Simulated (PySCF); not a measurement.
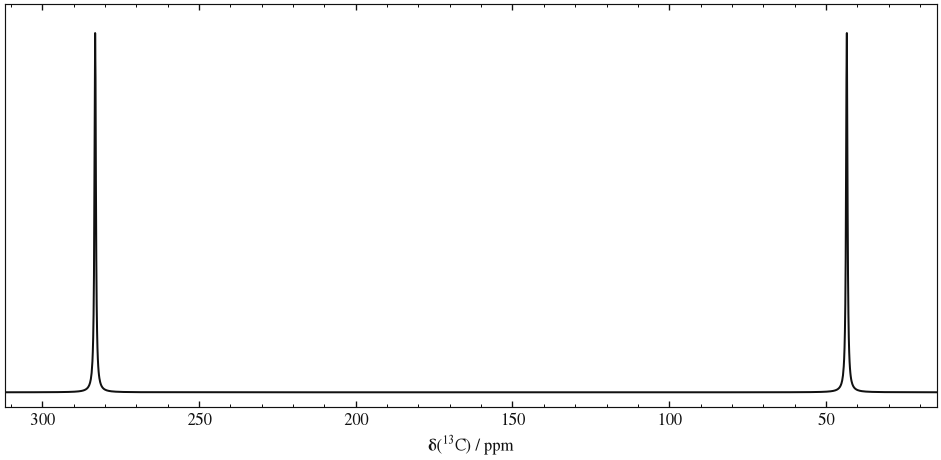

GIAO shifts, PBE0/def2-SVP with PySCF 2.14.0, at a PBE0-D3(BJ)/def2-SVP geometry (no frequency check), against TMS for ¹³C computed at the same level. Gas phase, fully decoupled, line heights follow the number of nuclei, widths are arbitrary (no quadrupolar broadening); values of one conformer, averaged over methyl-type rotors and exact or near symmetry; other conformers aren't averaged in.

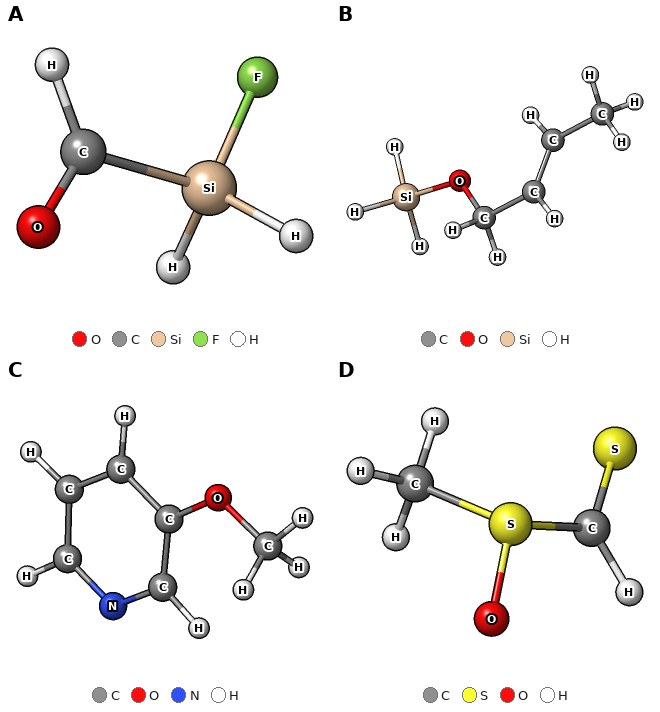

**Which molecule was computed? The candidates are drawn in the second picture.**

Structure D, C₂H₄OS₂, SMILES C[S@@](=O)C=S. Its ¹³C signals: 283.1 (1 C), 43.3 (1 C) ppm.
